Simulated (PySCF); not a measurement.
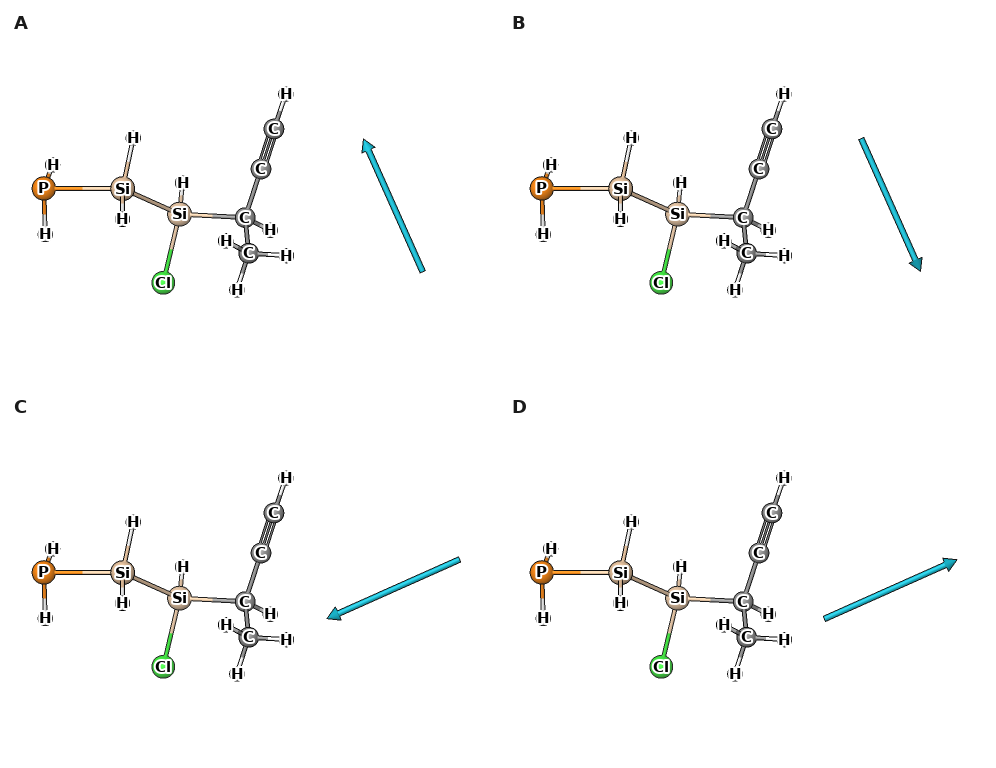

The same molecule four times, each with an arrow. The geometry was computed by an optimisation with GFN2-xTB. No frequency run is at hand to confirm it as a minimum. Level of theory: PBE0/pcSseg-1, gas phase (PySCF 2.14.0).

> Which arrow points along the dipole moment, from the negative to the positive end?

D. The dipole moment is 1.12 D.

The geometry is semi-empirical. Around P, Si such bond lengths and angles can be off by a tenth of an ångström or more and by several degrees, and values that hang on the shape move with them.
